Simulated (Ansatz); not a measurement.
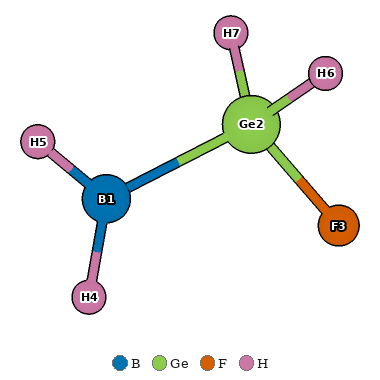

The system is BFGeH₄ (SMILES [BH2][GeH2][F]) with the probe K+; the picture shows it without the atoms that are moved over the map. 
- The probe is moved over the plane through the molecule's long axis and the normal of its main plane.
- The first coordinate is: x of the probe's K atom; the second: z of the probe's K atom.
- Nothing is relaxed (molecule and probe rigid).
- The scan uses a 21 × 17 grid; 220 points were computed and 58 follow by symmetry. At 79 points there is no value (left out of the scan, as a rule where atoms come close).
- Energies: kcal/mol, counted from the lowest grid point.
- Energies and slopes of some neighbouring points disagree (a jump in structure or state, or too coarse a mesh).
- Computed with Ansatz, RKS PBE-D4/def2-TZVP.

Range: x of the probe's K atom from −6.20 to 6.20 Å; z of the probe's K atom from −4.96 to 4.96 Å.

### What landscape does the calculation give?

The lowest grid point is at x of the probe's K atom = −3.72 Å, z of the probe's K atom = −1.24 Å [nearest 1 F at 2.57 Å]. The highest grid point, x of the probe's K atom = 0.00 Å, z of the probe's K atom = −2.48 Å [nearest 1 H at 2.04 Å], lies 42.0 kcal/mol above the lowest.

| z of the probe's K atom ↓, x of the probe's K atom → | −6.20 | −4.96 | −3.72 | −2.48 | −1.24 | 0.00 | 1.24 | 2.48 | 3.72 | 4.96 | 6.20 |
| --- | --- | --- | --- | --- | --- | --- | --- | --- | --- | --- | --- |
| 4.96 | 15.6 | 15.1 | 14.5 | 14.3 | 14.7 | 16.0 | 17.6 | 18.7 | 19.2 | 19.3 | 19.2 |
| 3.72 | 14.6 | 13.1 | 11.0 | 9.2 | 10.8 | 15.1 | 16.5 | 17.7 | 18.3 | 18.8 | 19.1 |
| 2.48 | 13.1 | 9.9 | 4.6 | 3.8 | 20.1 | 42.0 | 31.8 | 24.5 | 18.9 | 17.0 | 18.5 |
| 1.24 | 11.8 | 6.2 | 0.0 | – | – | – | – | – | – | 16.8 | 17.4 |
| 0.00 | 11.2 | 4.5 | 2.9 | – | – | – | – | – | – | 17.8 | 16.9 |
| −1.24 | 11.8 | 6.2 | 0.0 | – | – | – | – | – | – | 16.8 | 17.4 |
| −2.48 | 13.1 | 9.9 | 4.6 | 3.8 | 20.1 | 42.0 | 31.8 | 24.5 | 18.9 | 17.0 | 18.5 |
| −3.72 | 14.6 | 13.1 | 11.0 | 9.2 | 10.8 | 15.1 | 16.5 | 17.7 | 18.3 | 18.8 | 19.1 |
| −4.96 | 15.6 | 15.1 | 14.5 | 14.3 | 14.7 | 16.0 | 17.6 | 18.7 | 19.2 | 19.3 | 19.2 |

The table holds every second grid line.

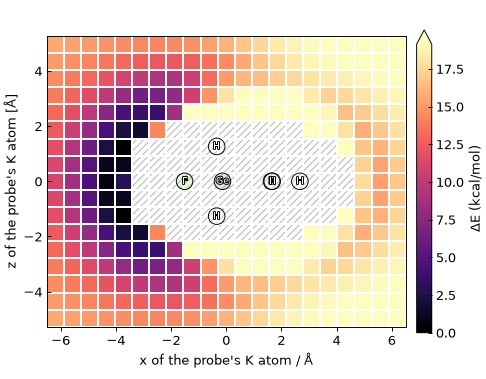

The picture shows one coloured cell a grid point, labelled circles for the molecule's atoms, projected on the plane, one colour for all values above the top of the scale, hatched blanks where no value was computed.

The whole map (220 points run) took 12 min on 1 thread of Intel(R) Xeon(R) 6975P-C (Granite Rapids), on a shared host.
